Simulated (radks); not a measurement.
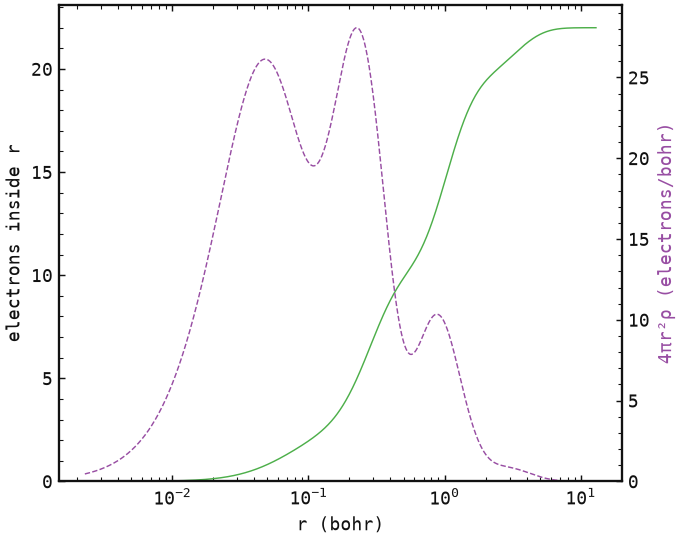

System: the neutral titanium atom, configuration [Ar] 3d2 4s2 (high spin). Method: scalar-relativistic Kohn-Sham, TASK exchange with Perdew-Wang LDA correlation, spin-polarised, spherical densities, finite nucleus; computed with the in-house radial solver radks.

The plot shows the number of electrons inside radius r (solid) and the radial density 4πr²ρ (dashed).

What does the plot show?

Answer. The count levels off at 22 electrons. Half of them lie within 0.640 bohr, 90 % within 2.27 bohr and 99 % within 5.43 bohr. The radial density has minima at 0.109 and 0.565 bohr, where the count stands at 2.1 and 10.4; these part the shells that the density resolves.
